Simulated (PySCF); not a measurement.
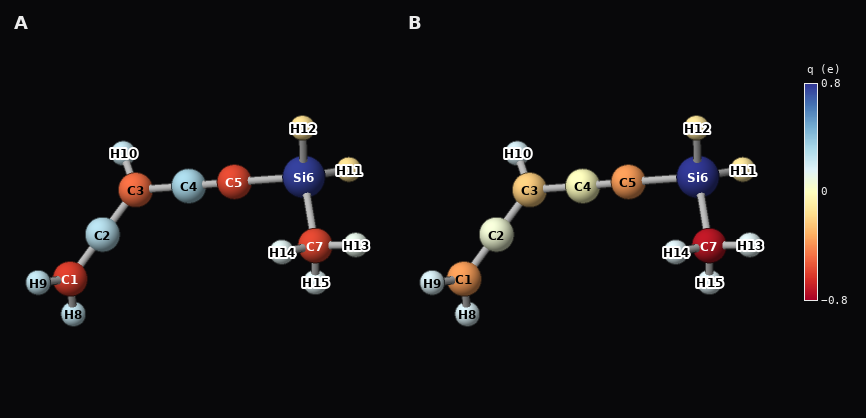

Atomic charges of one calculation by 2 schemes, on one colour scale. The geometry was computed by an optimisation with GFN2-xTB. No frequency run is at hand to confirm it as a minimum. Level of theory: PBE0/pcSseg-1 (PySCF 2.14.0).

Question: The schemes are ESP-fitted, IAO. Which panel shows which?

Answer: A ESP-fitted, B IAO.

List the charges (e), one line for each set of equivalent atoms.

```
    atom  ESP-fitted    IAO
      C1       −0.60  −0.35
      C2        0.28   0.07
      C3       −0.47  −0.22
      C4        0.32   0.00
      C5       −0.56  −0.36
     Si6        0.77   0.79
      C7       −0.57  −0.71
  H8, H9        0.24   0.18
     H10        0.23   0.19
H11, H12       −0.15  −0.12
     H13        0.12   0.16
H14, H15        0.15   0.16
```

The geometry is semi-empirical. Around Si such bond lengths and angles can be off by a tenth of an ångström or more and by several degrees, and values that hang on the shape move with them.
